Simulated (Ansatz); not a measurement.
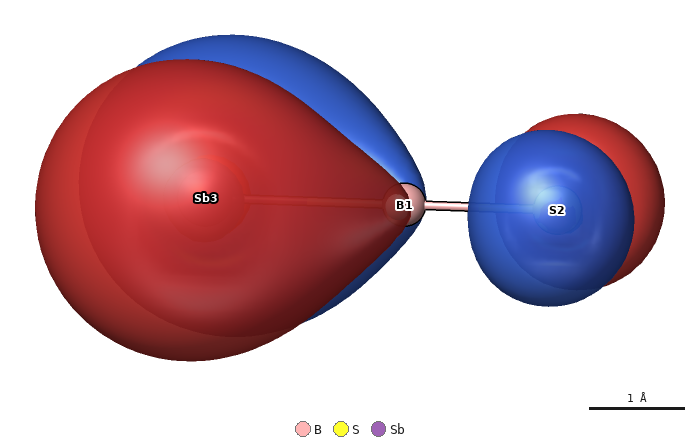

The picture shows: BSSb. The LUMO at ±0.08 Å⁻³ᐟ² (red and blue are the two phases), seen from one side.

Geometry: BLYP-D3(BJ)/def2-SVP; core potentials replace the inner electrons of Sb.

All numbers below come from isolated molecule in a Gaussian basis; Kohn-Sham density functional theory, functional PBE0 (Ansatz 0.2.0).

Q: Where does this orbital lie, and at what energy?

A: By Hirshfeld shares it lies mainly on Sb3 (about 80 %), S2 (about 10 %) and B1 (about 10 %). It is one of a degenerate set, so its orientation is arbitrary. Its energy is −4.95 eV.
